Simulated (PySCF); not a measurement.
# H5O3PSi (SMILES O[Si](O)(O)P): what the fields show

Input

```
{"job": {"kind": "nmr", "xc": "PBE0", "basis": "pcSseg-2"}, "charge": 0, "multiplicity": 1}
O     -1.323766    -0.465592    -1.115600
Si    -0.254217     0.185146    -0.024770
O     -0.498797    -0.333770     1.525334
O     -0.546191     1.811392    -0.066740
P      1.855652    -0.325019    -0.609775
H     -1.272863    -1.411262    -1.280219
H     -1.280119     0.030440     1.956525
H     -0.874443     2.150624    -0.904957
H      2.371249     0.039506     0.671220
H      1.698505    -1.699661    -0.243239
```

Command:

```sh
OMP_NUM_THREADS=1 python cluster_run.py task.json out
```

Geometry: PBE0-D3(BJ)/def2-SVP.

Method: PySCF, PBE0/pcSseg-2, SCF density, gas phase, non-relativistic.

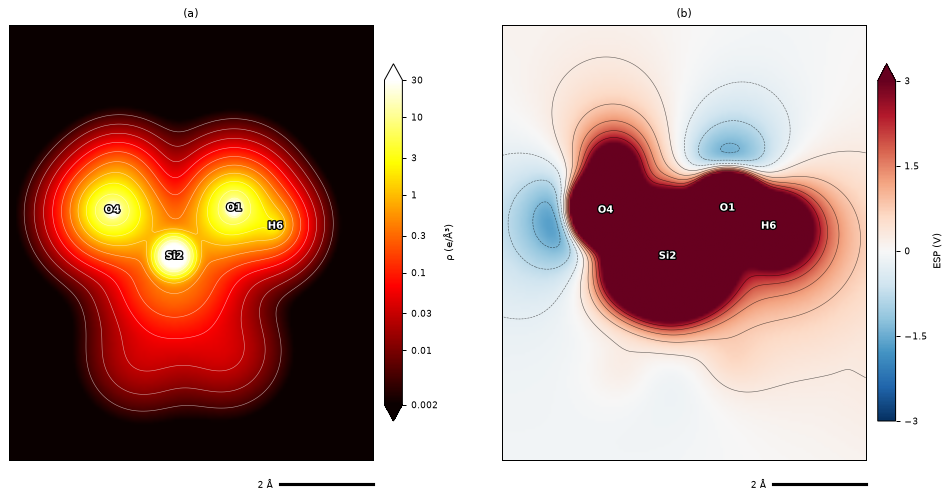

Figure 1. (a) total electron density; (b) electrostatic potential on the plane of atoms Si2, O1 and H6.

Interpret the plot.

The section cuts through O, Si and H sites.
Si–O (1.65 Å): the density is about 1.2 e/Å³ at the midpoint.
O–H (0.96 Å): ρ is about 3.8 e/Å³ halfway.
Outside the dense part of the molecule the potential is most negative (−1.6 V) near O4.

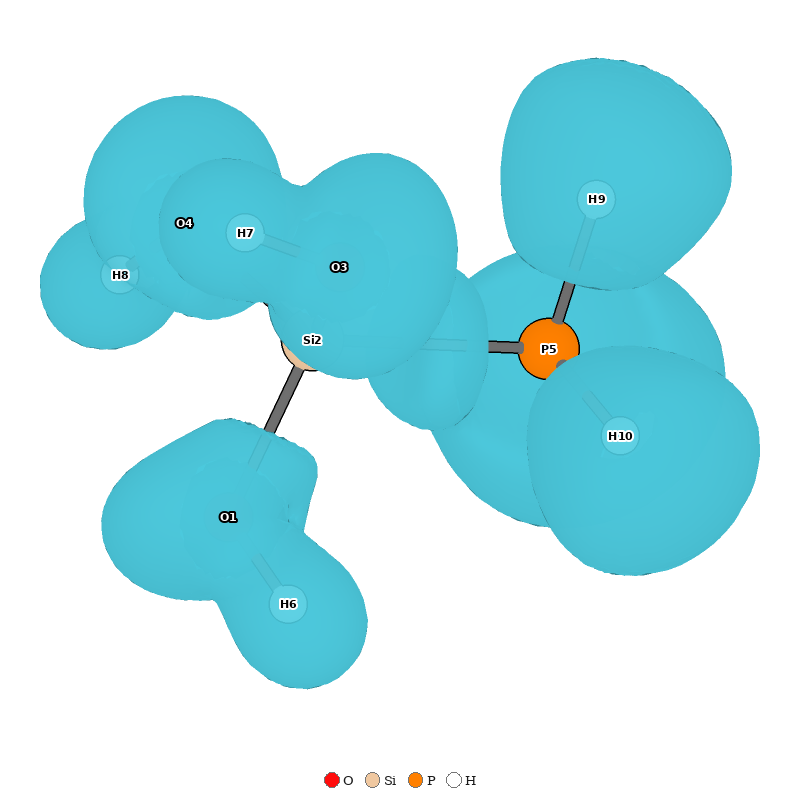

Figure 2. Isosurface of the ELF at 0.75 (cyan), seen across its widest extent. Core shells and regions of very low density are left out.

Identify the bonds, lone pairs and shells in this picture.

The ELF exceeds this value in three joined regions spread over several atoms (H, O), in which their bonds and any lone pairs are merged and one joined region spread over several atoms (H, P), in which their bonds and any lone pairs are merged. Along the contacts the grid gives the following. Si–O (1.65 Å): the ELF peaks at about 0.85 between the atoms; a shared but strongly polarised pair. Si–P (2.25 Å): the ELF peaks at about 0.95 between the atoms: localised, covalent bonding.

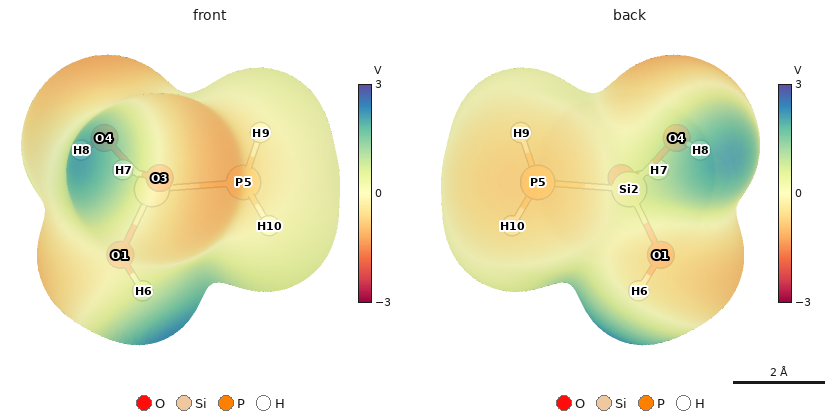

Figure 3. The electrostatic potential painted on the density surface at 0.001 e/bohr³, seen from the front and from behind; red is negative and blue positive.

Describe the electrostatic potential map.

The most negative region (about −1.1 V) lies over O3 and O4, the most positive (about +2.2 V) over H6.

How polar is the molecule by this calculation?

Its dipole moment is 1.46 D.
